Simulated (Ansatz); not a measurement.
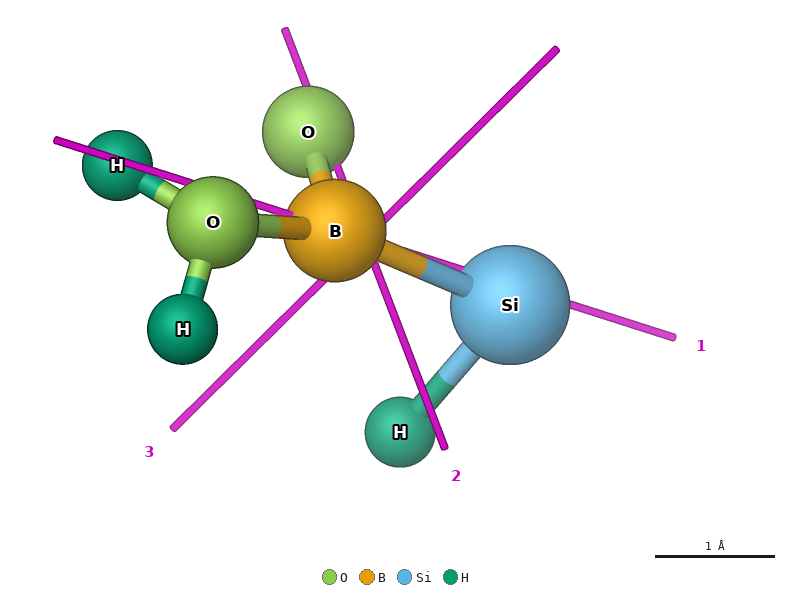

The three principal axes of inertia are drawn and numbered. Distant atoms are faded towards the background colour. Computed geometry: PBE-D4/def2-SVP optimisation. No frequency run is at hand to confirm it as a minimum. Masses are those of the most abundant isotopes; constants are for the rigid equilibrium geometry.

Question: Which line is the a axis (least moment of inertia), which b and which c?

Answer: a is line 1, b is line 2, c is line 3; the moments are 32.9, 147, 174 u Å².

Question: What kind of rotor is it, and what are its rotational constants in MHz?

Answer: An asymmetric top (C1): A = 15384, B = 3438, C = 2900 MHz. Ray's parameter κ is −0.91, close to the prolate limit.
